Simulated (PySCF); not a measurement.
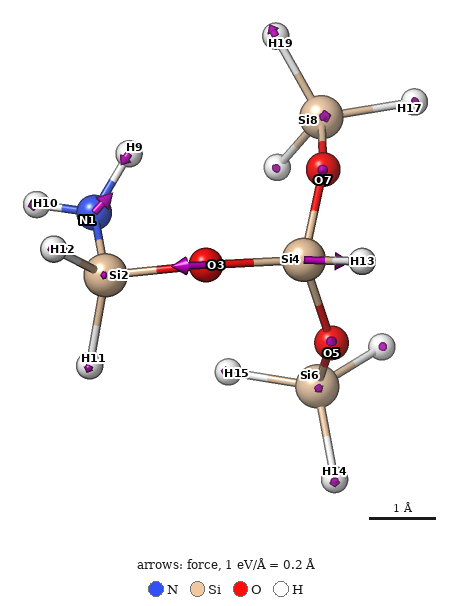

Starting geometry of Si₄NH₁₁O₃ with the computed forces as purple arrows. The picture is a ball-and-stick view, seen at a tilt.

The start comes from GFN2-xTB. Its atoms were then displaced at random by about 0.01 Å.

Method: PBE0-D3(BJ)/def2-SVP geometry optimisation, gas phase in PySCF. 

Is this structure relaxed? If not, where do the atoms go?

It isn't relaxed: the largest force vector, on a Si atom, is 3.59 eV/Å. The final displacements have little in common with the starting forces (cosine between the two patterns 0.03). After 17 geometry steps the energy has fallen by 15.1 kcal/mol. The largest move after the best rigid fit is that of an H atom, 1.47 Å. Largest moves by element: H 1.47 Å, N 0.34 Å, Si 0.25 Å, O 0.22 Å. Among the contacts that change: O–Si 1.553 → 1.644 Å, H–Si 1.446 → 1.493 Å, O–Si 1.616 → 1.658 Å, H–N 1.042 → 1.012 Å. Bond angles that change, for instance: Si–O–Si 143.3° → 152.1°, Si–O–Si 143.0° → 135.0°, N–Si–H 116.9° → 109.4°. Groups turn about O–Si by about 35°, O–Si by about 25°.
